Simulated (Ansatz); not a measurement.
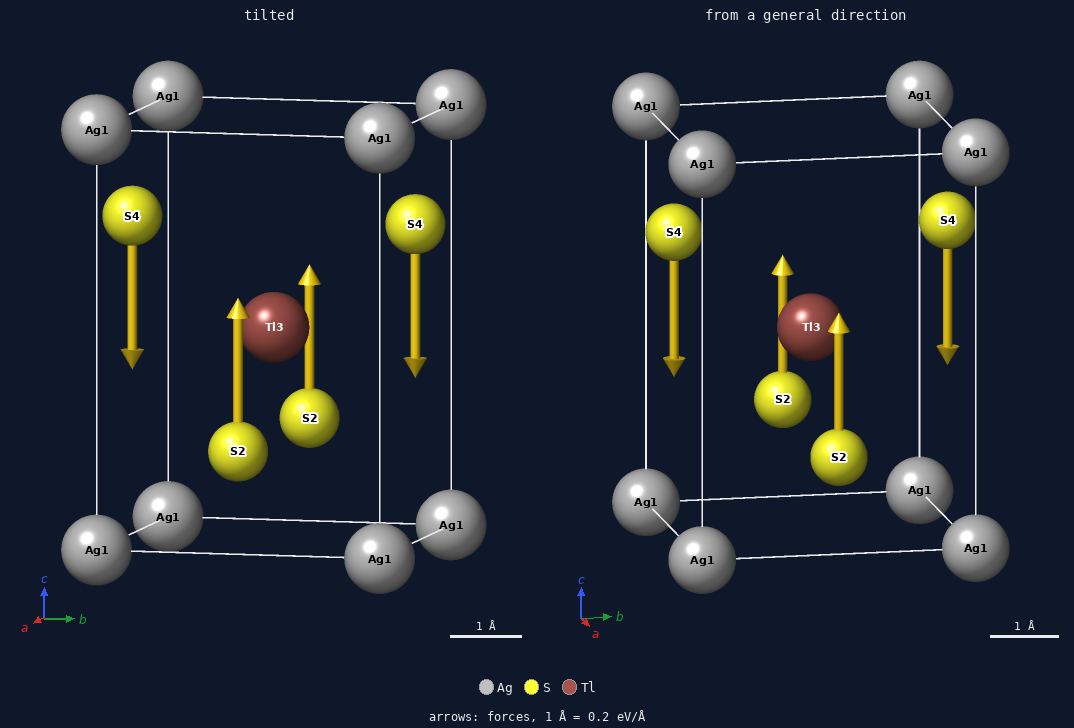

Shown here is a spheres-only view of the crystal, taken slightly off an axis and from a general direction. The edges of the simulation cell are marked. The arrows are the computed forces on the atoms.

System: TlAgS2. Level of theory and settings: DFT, PBE0, plane waves, PAW (Ansatz 0.2.0), wavefunction cutoff 420 eV, a 4×4×4 k-point mesh, no spin polarisation.

> Is the structure at rest?

No. The atoms still feel forces of up to about 0.36 eV/Å, far above a usual threshold of 0.01 to 0.03 eV/Å.

> On which atom is the force largest?

S2 and S4, about 0.36 eV/Å.

The structure was taken from a structure type filled with these elements by a generator (whether the compound takes this form wasn't checked). Earlier steps of the study may have refined or changed the cell and positions. It went into a calculation with Ansatz.
